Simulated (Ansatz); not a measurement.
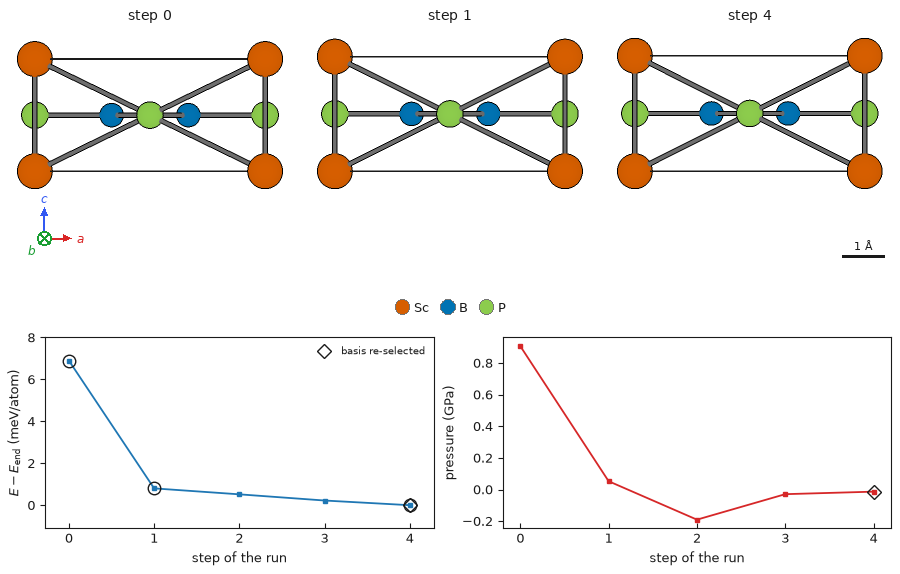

Frames of a relaxation of solid ScB$_{2}$P$_{3}$ (a generated structure, set up in P6/mmm) (coarse preliminary run), marked on the history of the run. Style: ball-and-stick. Shown: the cell of the calculation, along the b axis.

Level of theory: Ansatz, DFT PBE, scalar-relativistic, plane waves, PAW.

Input
```yaml
crystal:
  lattice:
    - [6.4032856239, 0.0, 0.0]
    - [-3.2016428119, 5.545408018, 0.0]
    - [0.0, 0.0, 2.7019862365]
  atoms:
    - { symbol: Sc, position: [0.0, 0.0, 0.0] }
    - { symbol: B, position: [0.3333333333, 0.6666666667, 0.5] }
    - { symbol: B, position: [0.6666666667, 0.3333333333, 0.5] }
    - { symbol: P, position: [0.5, 0.0, 0.5] }
    - { symbol: P, position: [0.0, 0.5, 0.5] }
    - { symbol: P, position: [0.5, 0.5, 0.5] }
basis:
  ecutwfc: 420
kpoints:
  mp_grid: { grid: [3, 3, 6] }
hamiltonian:
  xc: pbe
scf:
  occupations: { method: gaussian, width: 0.1 }
  lower_state_search: "off"
output:
  forces: true
  stress: true
  eigenvalues: true
relax:
  adjacent_minimum: "off"
  f_tol: 0.04
  max_steps: 70
  cell: { stress_tol: 0.4 }
```

Command:
```bash
ansatz run input.yaml --threads 1 --pin off --max-ram 2560MiB --backend cpu --events-out ev --progress --plain --runs-dir out
```

**Describe the path.**

After 3 accepted moves (4 points after the start) the energy has fallen by 6.9 meV per atom. All forces vanish by symmetry, so only the cell relaxes. Pressure: 0.91 GPa at the start and −0.01 GPa at the end. The SCF was repeated once at an unchanged geometry on a basis and grid sized afresh for the cell, which shifted the energy by 0.2 meV per atom at most. No atom moves by more than 0.005 Å relative to the cell. The volume changes by +2.6 %, with a = b 6.403 → 6.391 Å (−0.2 %), c 2.702 → 2.782 Å (+3.0 %). Among the contacts that change: Sc1–Sc1 2.702 → 2.782 Å, Sc1–P4 3.475 → 3.485 Å. The space group stays P6/mmm (No. 191). Cost: 28 s on 1 thread of Intel(R) Xeon(R) Processor @ 2.50GHz (Skylake/Cascade Lake), on a shared host, peak memory 0.4 GiB. From step 0 to 1: volume +2.0 %, energy −6.1 meV per atom. From step 1 to 4: volume +0.5 %, energy −0.8 meV per atom.

Limits of the set-up: the k-point mesh is coarse for a cell with partly filled bands.
